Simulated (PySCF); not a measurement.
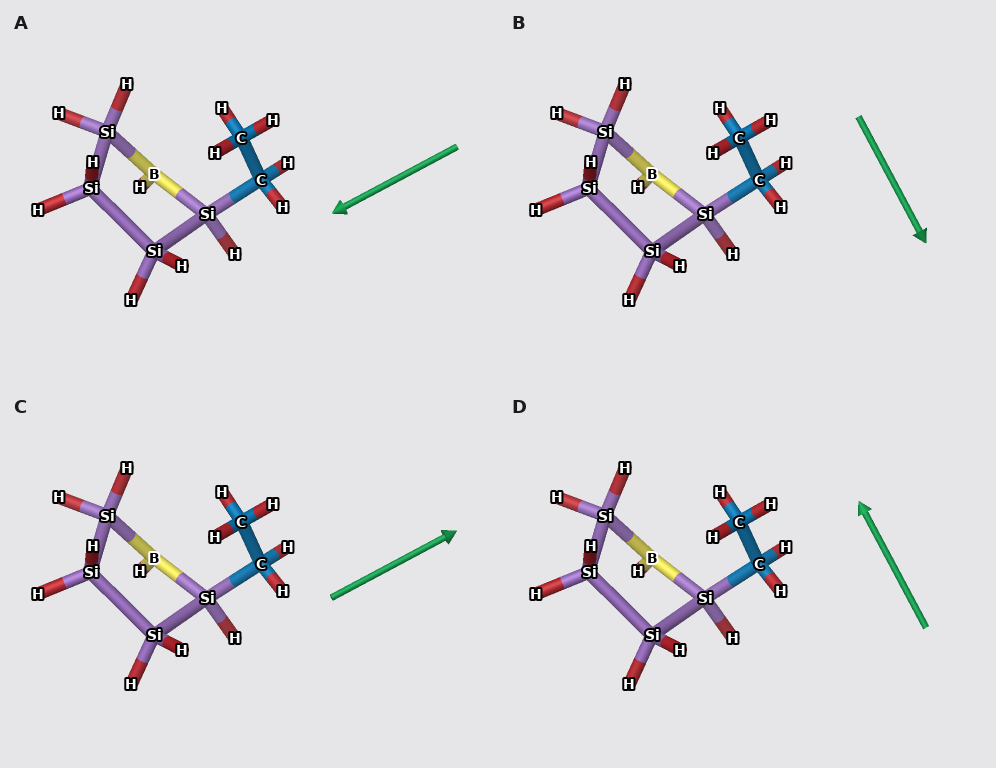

The same molecule four times, each with an arrow. The computed structure is the end point of a GFN2-xTB optimisation. No frequency run is at hand to confirm it as a minimum. Method: PBE0/pcSseg-1, gas phase (PySCF 2.14.0).

### Which arrow points along the dipole moment, from the negative to the positive end?

C. The dipole moment is 1.09 D.

The geometry is semi-empirical. Around B, Si such bond lengths and angles can be off by a tenth of an ångström or more and by several degrees, and values that hang on the shape move with them.
